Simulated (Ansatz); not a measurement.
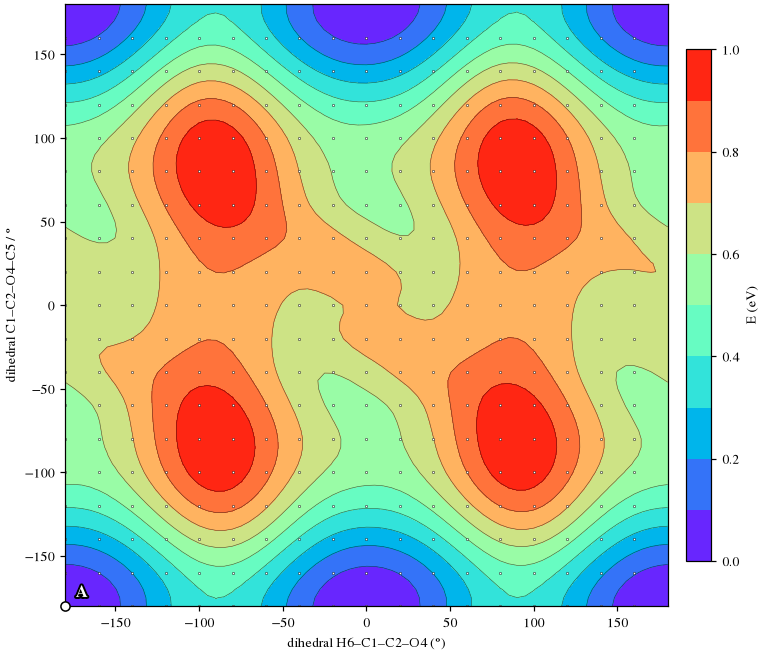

C₃H₅O₂, SMILES [CH2]C(=O)OC, spin multiplicity 2. The first coordinate is: dihedral H6–C1–C2–O4; the second: dihedral C1–C2–O4–C5. Nothing is relaxed (all other coordinates rigid). The grid has 18 × 18 points. Energies are in eV, from the lowest grid point. Computed with UKS PBE-D4/def2-SVP (Ansatz).

The picture shows filled contours, dots at the grid points, the point A. Between grid points the surface is interpolated.

Q: Find the lowest pass out of the well at A.

A: The easiest path leads from the well at dihedral H6–C1–C2–O4 = −180°, dihedral C1–C2–O4–C5 = −180° to the well at dihedral H6–C1–C2–O4 = 0°, dihedral C1–C2–O4–C5 = −180°, about 0.0078 eV higher (on a rigid scan; wells that are mirror images or exchange like atoms can differ by this much). Its highest point lies about 0.39 eV above the bottom of the first well on the interpolated surface, at about dihedral H6–C1–C2–O4 = −90°, dihedral C1–C2–O4–C5 = 180°. The start is the relaxed structure and all else is held, so a fully relaxed path at this level can only be lower.

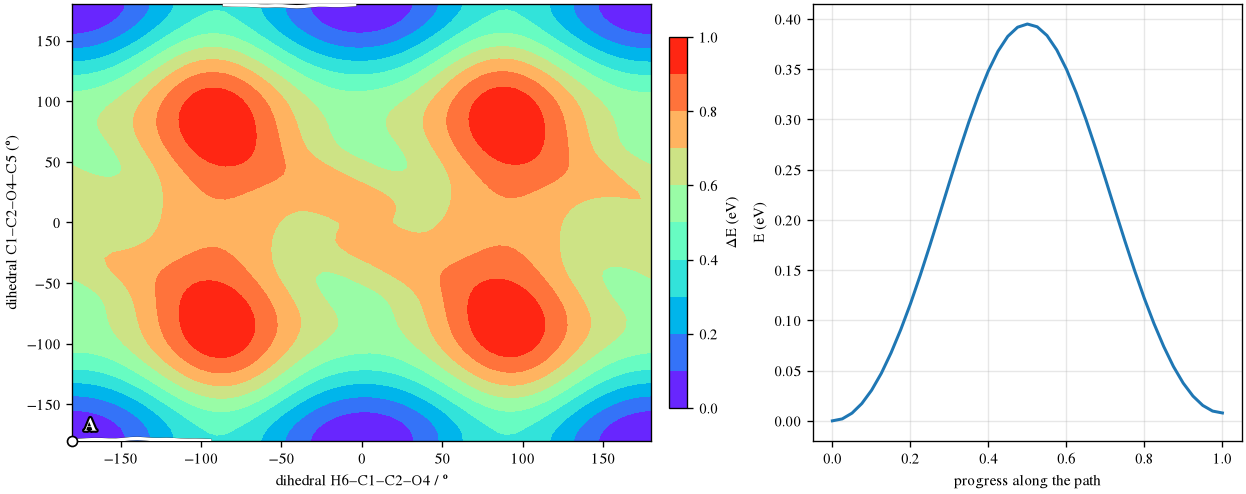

The picture shows filled contours, a line along the lowest path, the energy along the path at the right. Between grid points the surface is interpolated.
